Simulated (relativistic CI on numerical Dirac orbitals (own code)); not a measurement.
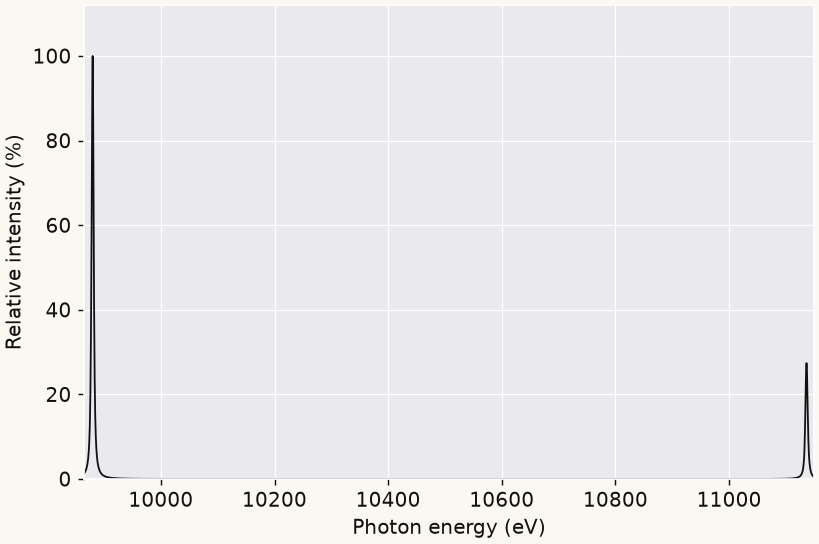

L₂,₃ X-ray absorption of Ta³⁺, [Xe] 4f¹⁴ 5d², in a field of Oh symmetry with 10Dq = 13,350 cm⁻¹. Multiplet model: relativistic Dirac–Coulomb–Breit theory, one configuration a step, Slater integrals scaled by 0.8, 10 K, Voigt broadening (Lorentzian 3 eV, Gaussian 1 eV full widths), computed with a radial Dirac CI code.

Q: What does the spectrum show?

A: The main maxima lie at 9880.0 eV (100) and 11136.2 eV (27), heights in % of the largest; the centroid is at 10168.6 eV. The lower edge holds 0.77 of the intensity (branching ratio, edges parted at 10510 eV), and the core spin-orbit splitting of the orbitals is 1280 eV. The ground state has S = 0.98.

Limits of the model: free-ion energies, so absolute edge positions are off by a few eV from solids.
